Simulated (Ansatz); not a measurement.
```yaml
atoms:
  - { symbol: Si, position_ang: [-0.8096, 0.3849, -1.4347] }
  - { symbol: Cl, position_ang: [2.4533, -1.3260, -0.1466] }
  - { symbol: H, position_ang: [-2.0230, 0.8904, -2.1302] }
  - { symbol: H, position_ang: [-0.8717, -1.0834, -1.2861] }
  - { symbol: H, position_ang: [0.3926, 0.8115, -2.1889] }
  - { symbol: H, position_ang: [0.0074, 0.0565, 1.4727] }
  - { symbol: O, position_ang: [-0.7819, 0.9773, 0.1265] }
  - { symbol: H, position_ang: [1.7052, -1.0001, 0.8977] }
  - { symbol: O, position_ang: [0.6000, -0.4696, 2.0410] }
  - { symbol: H, position_ang: [-0.7369, 1.9298, 0.2294] }
  - { symbol: H, position_ang: [0.0646, -1.1712, 2.4191] }
```

The product side of a reaction path; geometry: PBE0-D4/def2-TZVP.

The calculation used RKS PBE0-D4/def2-TZVPP in Ansatz 0.2.0.

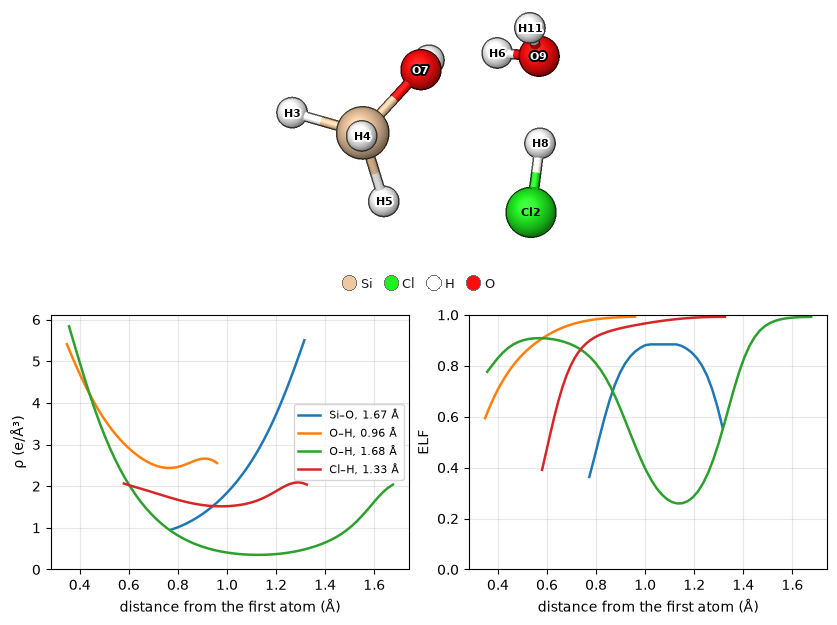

H4OSi···HCl···H2O. Electron density and ELF along straight lines between neighbouring atoms. The curves leave out the atomic cores. The structure is drawn too.

Compare the contacts.

Answer. Si–O (1.67 Å): ρ is about 1.1 e/Å³ halfway; the ELF peaks at about 0.90 between the atoms (a polar covalent bond).
O–H (0.96 Å): the density is about 3.8 e/Å³ at the midpoint; the ELF climbs to about 1 towards the hydrogen, as it does in any bond to H; a covalent bond by its length.
O9···H8 (1.68 Å): the density falls to about 0.35 e/Å³ on the way; the ELF dips to about 0.25 between them.
Cl–H (1.33 Å): the density is about 1.9 e/Å³ at the midpoint; the ELF climbs to about 1 towards the hydrogen (a covalent bond by its length).
